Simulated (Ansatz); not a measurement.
## Electronic structure of GaH₃O₂···H₂ in real space

```xyz
8

Ga   -0.4917    0.4321   -0.8496
H    -0.2102   -2.2086   -0.4986
H     0.0300    0.3657   -2.3145
H    -1.9165    0.2830   -0.2508
H     0.2980   -1.8993   -0.0413
O     0.8732    0.8432    0.2737
O     0.3996    0.7872    1.6313
H     1.0177    1.3966    2.0498
```

The product side of a reaction path; geometry: PBE0-D4/def2-TZVP; a saddle point, not a minimum.

These are results of RKS PBE0-D4/def2-TZVPP (Ansatz 0.2.0), not measurements.

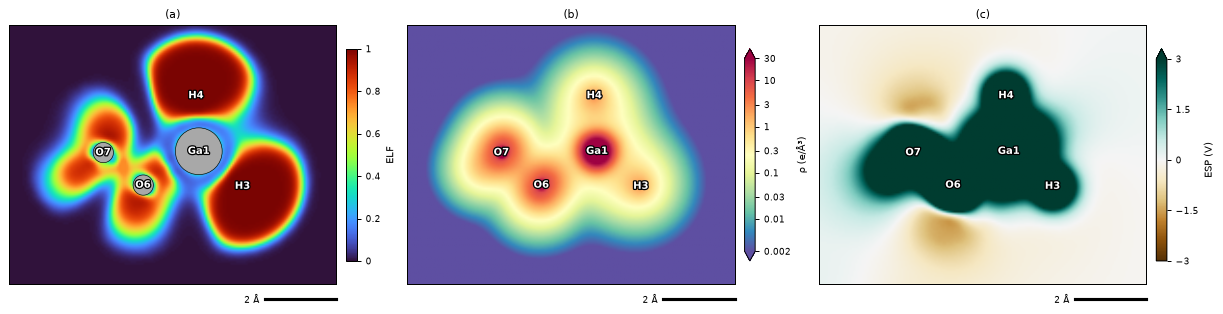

Figure 1. (a) ELF; (b) total electron density; (c) molecular electrostatic potential on the plane of atoms H3, Ga1 and H4. Grey discs cover the atomic cores in the ELF map.

What does the map show?

Answer. The section cuts through Ga, H and O sites.
O–O (1.44 Å): ρ at the midpoint is about 1.9 e/Å³; the ELF peaks at about 0.75 between the atoms.
Ga–O (1.81 Å): ρ is about 0.87 e/Å³ halfway; the ELF peaks at about 0.90 in the valence shell of O, 0.6 Å from its nucleus, and is about 0.25 at the midpoint.
Ga–H (1.55 Å): ρ is about 1 e/Å³ halfway; the ELF climbs to about 1 towards the hydrogen.
The ELF also peaks beside O6 and O7, away from the bonds: lone-pair regions.
Outside the dense part of the complex the potential is most negative (−1.6 V) near O6.

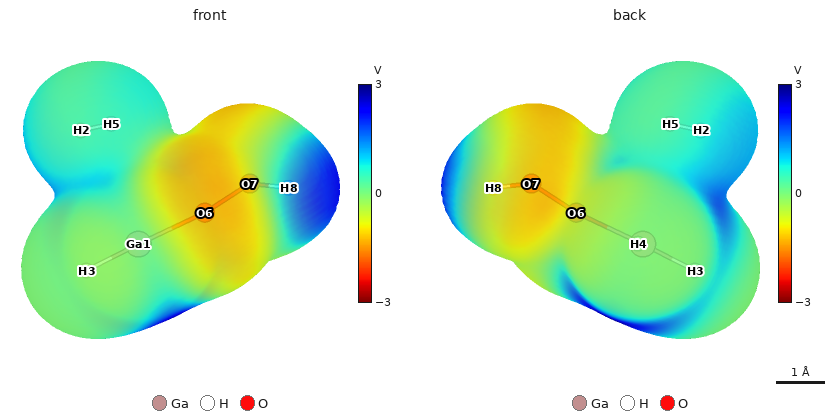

Figure 2. The molecular electrostatic potential painted on the density surface at 0.002 e/bohr³, seen from the front and from behind; the colour scale runs from red (negative) to blue (positive).

Where is the surface potential most negative and most positive?

Answer. The most negative region (about −1.3 V) lies over O6, the most positive (about +2.6 V) over Ga1. O6 is the likeliest acceptor of a hydrogen bond.

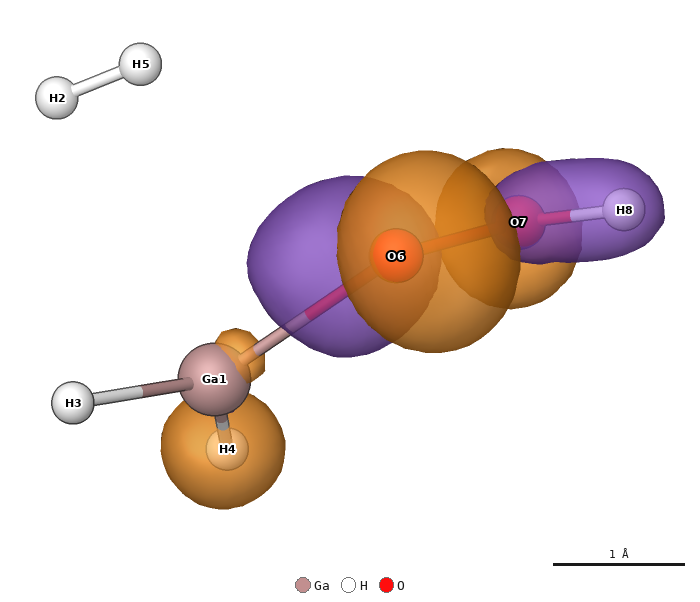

Figure 3. The HOMO−1 at ±0.2 Å⁻³ᐟ² (orange and purple are the two phases), seen at a tilt.

Describe this orbital and give its energy.

Answer. Its weight (Hirshfeld) is mainly on O6 (about 55 %), O7 (about 20 %), Ga1 (about 15 %) and H4 (about 10 %). Its energy is −8.60 eV.
